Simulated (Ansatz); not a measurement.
# Frequency calculation of CH3BClFO

- system: CH3BClFO, SMILES OC(F)BCl
- method: B3LYP/6-31G*, RKS (Ansatz 0.2.0)

The geometry was optimised with B3LYP/6-31G*.

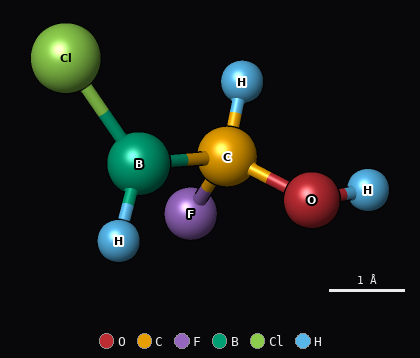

The structure (ball-and-stick view, seen at a tilt).

The input:
```yaml
crystal:
  periodic: [false, false, false]
  atoms:
    - symbol: O
      position_ang: [-0.039137, 0.335117, 1.434421]
    - symbol: C
      position_ang: [0.435694, 0.112512, 0.152559]
    - symbol: F
      position_ang: [1.298667, -1.009650, 0.123006]
    - symbol: B
      position_ang: [-0.779052, -0.339289, -0.767248]
    - symbol: Cl
      position_ang: [-1.035127, 0.407602, -2.331871]
    - symbol: H
      position_ang: [0.676356, 0.700374, 1.981422]
    - symbol: H
      position_ang: [1.037872, 0.952763, -0.218818]
    - symbol: H
      position_ang: [-1.503173, -1.216428, -0.429470]
basis:
  gaussian: {orbitals: "6-31G*"}
hamiltonian: {xc: {name: B3LYP}}
phonons: {temperatures: {t_min: 298.15, t_max: 298.15, t_step: 1}}
```

Hardware: 1 thread of Arm Neoverse V2, 112 GiB of memory available, shared host.

Launch command:
```bash
ansatz run in.yaml --threads 1 --pin off --max-ram 3480MiB --events-out events.jsonl --progress --plain --runs-dir runs
```

What the program printed:
```
Functional definition: B3LYP
  name "B3LYP"
  parameter a0 = 0.2
  parameter ax = 0.72
  parameter ac = 0.81
  exchange = (1 - a0 - ax)*slater_x + ax*b88_x + a0*exact_x
  correlation = (1 - ac)*vwn_rpa_c + ac*lyp_c
896 factors; integrals over basis functions are off by at most 3.1e-4 eV
mean field evaluation 1: about -19045.8666 eV, gradient 4.2e1 eV
mean field evaluation 2: about -19043.1867 eV, gradient 5.9e1 eV
mean field evaluation 4: about -19048.9100 eV, gradient 2.2e0 eV
mean field evaluation 8: about -19048.9343 eV, gradient 5.2e-2 eV
mean field -19048.93427118 eV, -700.0354226343 hartree, gradient 1.8e-5 eV, S^2 0.000000; 0 other end points of the search recorded, 0 dependent functions left out
the calculation of the forces begins
reference -19048.93446569 eV, -700.0354297825 hartree; 24, 24 occupied and 61, 61 virtual orbitals, 896 factors
these checks for a lower state are left out or cut short: stability, starts, cluster_reference, orbital_swaps, neighbouring_geometries, increment
896 factors; integrals over basis functions are off by at most 3.1e-4 eV
mean field evaluation 16: about -19048.9181 eV, gradient 1.6e-1 eV
mean field -19048.93414713 eV, -700.0354180756 hartree, gradient 1.2e-6 eV, S^2 0.000000; 0 other end points of the search recorded, 0 dependent functions left out
[... from here on the field's lines of each further geometry are left out, up to the last ...]
the calculation of the forces begins
reference -19048.93445006 eV, -700.0354292083 hartree; 24, 24 occupied and 61, 61 virtual orbitals, 896 factors
these checks for a lower state are left out or cut short: stability, starts, cluster_reference, orbital_swaps, neighbouring_geometries, increment
896 factors; integrals over basis functions are off by at most 3.1e-4 eV
mean field -19048.93425514 eV, -700.0354220449 hartree, gradient 1.9e-6 eV, S^2 0.000000; 0 other end points of the search recorded, 0 dependent functions left out
the calculation of the forces begins
reference -19048.93444965 eV, -700.0354291930 hartree; 24, 24 occupied and 61, 61 virtual orbitals, 896 factors
Total energy: -19048.93446569 eV, -700.0354297825 hartree
Atom 0 at    -0.039137     0.335117     1.434421 Å, force     0.000519     0.000327    -0.000374 eV/Å
Atom 1 at     0.435694     0.112512     0.152559 Å, force     0.001005    -0.001274    -0.000369 eV/Å
Atom 2 at     1.298667    -1.009650     0.123006 Å, force    -0.001009     0.001522     0.000243 eV/Å
Atom 3 at    -0.779052    -0.339289    -0.767248 Å, force     0.000368    -0.000148     0.000270 eV/Å
Atom 4 at    -1.035127     0.407602    -2.331871 Å, force     0.000122     0.000051     0.000138 eV/Å
Atom 5 at     0.676356     0.700374     1.981422 Å, force    -0.000299    -0.000458    -0.000526 eV/Å
Atom 6 at     1.037872     0.952763    -0.218818 Å, force    -0.000240     0.000067     0.000525 eV/Å
Atom 7 at    -1.503173    -1.216428    -0.429470 Å, force    -0.000466    -0.000086     0.000093 eV/Å
Dipole moment:     0.165880     0.305037     0.182920 e Å
Vibrations: 34.30 234.90 257.48 339.68 394.90 554.47 823.15 838.20 965.39 992.39 1091.02 1173.59 1248.03 1374.03 1483.22 2738.11 3041.54 3713.27 cm⁻¹, zero-point energy 1.320289 eV
```

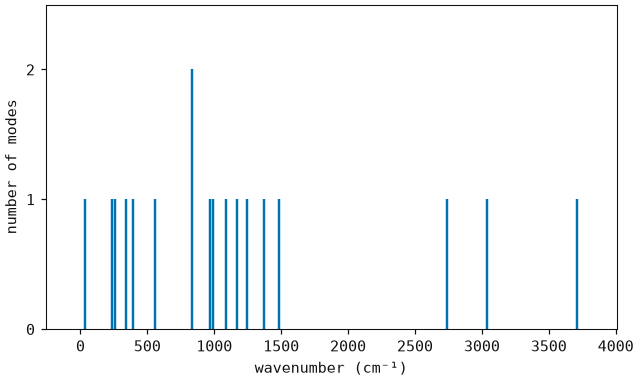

Harmonic vibrational wavenumbers from the force constants; neighbouring modes closer than 17 cm⁻¹ are counted in one stick. 18 modes from 34 to 3713 cm⁻¹, none imaginary.

Results in brief:

- outcome: converged
- total energy: −700.035430 hartree
- basis functions: 85
- largest force: 0.002 eV/Å
- zero-point energy: 0.048520 hartree
- dipole moment: 1.89 D
- wavenumbers, lowest and highest: 34 and 3713 cm⁻¹
- wall time: 1.8 min
- peak memory: 0.17 GiB
